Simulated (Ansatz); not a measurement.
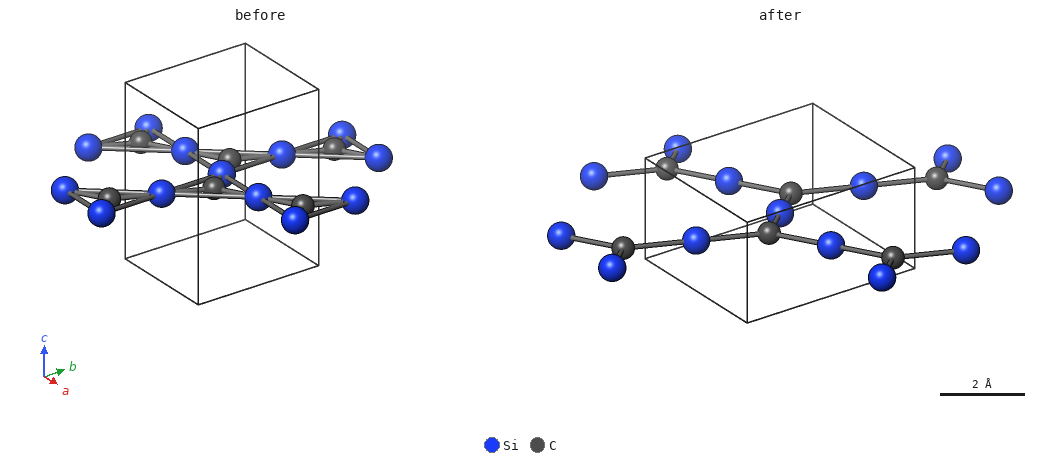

The structure of solid Si3C2 (a generated structure, set up in P6/mmm) (coarse preliminary run) before (left) and after (right) a relaxation, at one scale.

A ball-and-stick model of the cell of the calculation, seen slightly off an axis.

All numbers below come from DFT PBE, scalar-relativistic, plane waves, PAW (Ansatz).

Input file:
```yaml
crystal:
  lattice:
    - [4.65672377, 0.0, 0.0]
    - [-2.32836188, 4.03284108, 0.0]
    - [0.0, 0.0, 4.34302624]
  atoms:
    - { symbol: Si, position: [0.5, 0.0, 0.5] }
    - { symbol: Si, position: [0.0, 0.5, 0.5] }
    - { symbol: Si, position: [0.5, 0.5, 0.5] }
    - { symbol: C, position: [0.33333333, 0.66666667, 0.5] }
    - { symbol: C, position: [0.66666667, 0.33333333, 0.5] }
basis:
  ecutwfc: 420
kpoints:
  mp_grid: { grid: [6, 6, 4] }
hamiltonian:
  xc: pbe
scf:
  occupations: { method: gaussian, width: 0.1 }
  lower_state_search: "off"
output:
  forces: true
  stress: true
  eigenvalues: true
relax:
  adjacent_minimum: "off"
  f_tol: 0.04
  max_steps: 70
  cell: { stress_tol: 0.4 }
```

Command:
```bash
ansatz run input.yaml --threads 1 --pin off --max-ram 2560MiB --backend cpu --events-out ev --progress --plain --runs-dir out
```

Describe what moved and what it gained.

Over 16 accepted moves (18 points after the start) the energy falls by 6272 meV per atom. All forces vanish by symmetry, so only the cell relaxes. Pressure: 156.87 GPa at the start and 0.14 GPa at the end. The SCF was repeated twice at an unchanged geometry on a basis and grid sized afresh for the cell, which shifted the energy by 131 meV per atom at most. No atom moves by more than 0.005 Å relative to the cell. The volume changes by +11.1 %, with a = b 4.657 → 6.493 Å (+39.4 %), c 4.343 → 2.482 Å (−42.9 %). Near-neighbour distances that change, for instance: Si1–Si1 4.343 → 2.482 Å, Si1–Si2 2.328 → 3.246 Å, Si1–C4 1.344 → 1.874 Å. The space group stays P6/mmm (No. 191). Cost: 68 s on 1 thread of Arm Neoverse N1 (shared host), peak memory 0.35 GiB.
